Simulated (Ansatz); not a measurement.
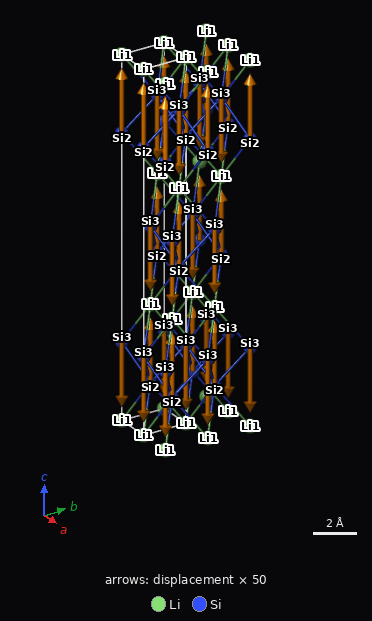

A relaxation of solid LiSi₂ (built on the cadmium chloride_166 type). The starting structure is drawn; orange arrows show the displacements (the part carried along by the change of the cell is left out), 50 times their true length.

The picture is a ball-and-stick view of the conventional cell (3 times the calculation's cell), repeated 2 × 2 × 1 with one cell outlined, seen slightly off an axis. Lengths and directions refer to the drawn axes.

Case: cadmium chloride type (R-3m, No. 166).

The calculation used Ansatz 0.2.0, DFT PBE, scalar-relativistic, plane waves, PAW. (plane-wave cutoff 420 eV; k-point mesh 18 × 18 × 18; occupations gaussian; smearing width 0.1 eV; no spin polarisation; cell and atoms relaxed; force threshold 0.01 eV/Å; at most 80 steps)

### Which element moves most?

Silicon: up to 0.064 Å, against 0.000 Å for lithium.

### What happened in the run?

The largest moves relative to the cell, 0.064 Å, are those of Si2 and Si3. Si2 goes along +c. Li stays in place. The volume changes by +9.1 %, with a = b 3.062 → 3.228 Å (+5.4 %), c 17.704 → 17.381 Å (−1.8 %). Among the contacts that change: Li1–Si2 2.741 → 2.822 Å, Si2–Si3 2.462 → 2.426 Å. Among the angles between lasting bonds that change: Si2–Si3–Si2 76.9° → 83.4°, Li1–Si3–Si2 93.9° → 88.5°, Li1–Si3–Si2 139.8° → 137.3°. The space group stays R-3m (No. 166). The energy falls by 18.9 meV per atom in 6 accepted moves (10 points after the start). The largest force component goes from 0.094 to 0.0065 eV/Å. The pressure goes from 0.90 to 0.01 GPa. The line search rejected the trial steps at points 2, 4, 8 of the run. At 1 point the geometry stayed and the basis and grid were re-selected for the new cell (energy shift of 0.3 meV per atom at most each time).
